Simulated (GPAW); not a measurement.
# Polarising a 8-layer slab of W(100) with a field along the normal

The dipole of the cell at several fields, atoms fixed. What does the strongest field give, and what length does the slope stand for?

Set-up. GPAW 26.7.0, plane waves (400 eV), PAW setups, PBE, 10×10 mesh, a dipole layer in the vacuum; geometry relaxed without an applied field with GPAW. The cell's area is 9.99 Å², and e/ε0 = 180.95 V Å.

Results, with one row withheld:

```tsv
field (V/Å)	dipole (e Å)
−0.2	−0.1627
−0.1	−0.0790
−0.05	−0.0371
0.05	0.0465
0.1	0.0884
0.2	0.1720
0.3	?
```

**Question.** What is the dipole at 0.3 V/Å?

**Working.** A line through the 6 points has the slope α = 0.837 e Å per V/Å and the intercept p₀ = 0.0047 e Å (r.m.s. residual 3.5e−05). At 0.3 V/Å it gives p = 0.0047 + 0.837 × 0.3 = 0.2557 e Å; the run gives 0.2558 e Å, so the response stays linear to 0.0 % of the induced part. Dividing by ε0 and the area: α/(ε0 A) = 0.837 × 180.95 / 9.99 = 15.16 Å, against 10.98 Å between the outer nuclei. A metal screens fully, so the excess of 4.18 Å puts the image planes about 2.09 Å outside the outer atoms on average.

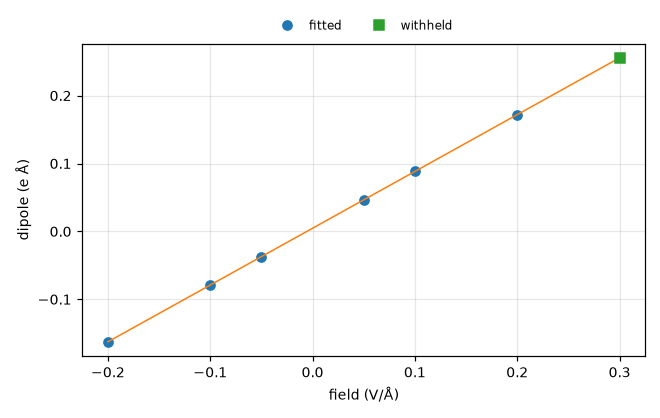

The line and the withheld run.

**Limits.** This is the electronic response alone; ions that move would add to it in polar layers. No run was spin-polarised, so magnetic states weren't tested. Spin-orbit coupling is left out, which matters for the heavier atoms here.

[Logs are printed without paths, hosts, clocks, repeated set-up lines and the standing remarks that a program may print on its own settings, such as how far it seeks lower states.]
